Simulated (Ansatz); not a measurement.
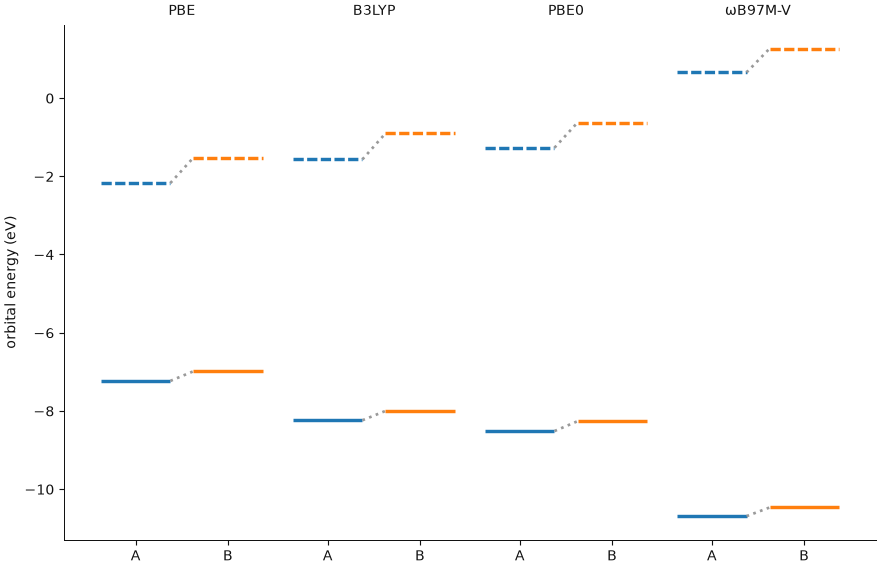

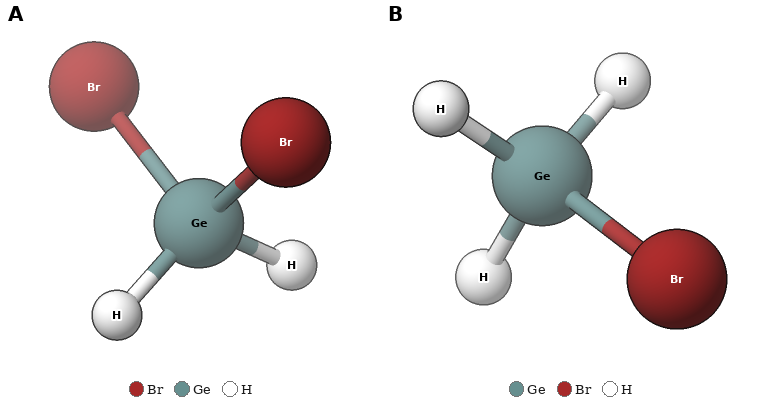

One change: A, GeH₂Br₂ (SMILES [Br][GeH2][Br]), becomes B, GeH₃Br (SMILES [GeH3][Br]). Br on Ge is replaced by H. HOMO (solid) and LUMO (dashed) computed in def2-TZVPP at PBE0-D4/def2-TZVP geometries, both minima by their frequencies, gas phase, the Ansatz code. Empty levels above zero depend strongly on the basis.

What does the change do to HOMO and LUMO?

PBE: the HOMO rises by 0.25 eV, the LUMO rises by 0.65 eV, and the separation goes from 5.06 to 5.46 eV. B3LYP: the HOMO rises by 0.24 eV, the LUMO rises by 0.67 eV, and the separation goes from 6.67 to 7.10 eV. PBE0: the HOMO rises by 0.25 eV, the LUMO rises by 0.64 eV, and the separation goes from 7.25 to 7.64 eV. ωB97M-V: the HOMO rises by 0.22 eV, the LUMO rises by 0.61 eV, and the separation goes from 11.35 to 11.74 eV.

Do the functionals agree on the effect?

They agree on the direction for both levels; the HOMO shift lies between 0.22 and 0.25 eV and the LUMO shift between 0.61 and 0.67 eV, while the separations themselves differ by up to 6.3 eV between functionals.
